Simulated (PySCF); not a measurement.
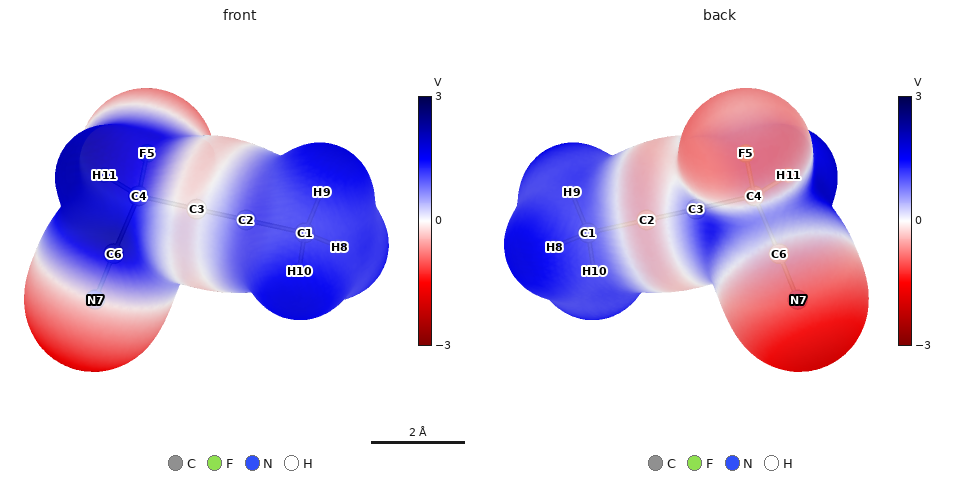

*C5H4FN. The electrostatic potential painted on the density surface at 0.004 e/bohr³, seen from the front and from behind; the colour scale runs from red (negative) to blue (positive).*

Geometry: GFN2-xTB.

Computed with PBE0/pcSseg-1, SCF density, gas phase, non-relativistic in PySCF.

The calculation's input:

```
{"job": {"kind": "nmr", "xc": "PBE0", "basis": "pcSseg-1"}, "charge": 0, "multiplicity": 1}
C      2.271106    -0.564979     0.110441
C      0.914948    -0.077360     0.109941
C     -0.207379     0.343726     0.140010
C     -1.581547     0.821209     0.097538
F     -1.927226     1.240568    -1.176420
C     -2.464606    -0.259164     0.521725
N     -3.133261    -1.118603     0.862899
H      2.389750    -1.319067    -0.666509
H      2.961648     0.255832    -0.079053
H      2.501875    -1.010683     1.077256
H     -1.719883     1.691192     0.761138
```

Launched as:

```sh
OMP_NUM_THREADS=1 python probes_run.py task.json out
```

> Describe the electrostatic potential map.

The most negative region (about −1.9 V) lies over N7, the most positive (about +2.1 V) over C4 and H11. N7 is the likeliest acceptor of a hydrogen bond.
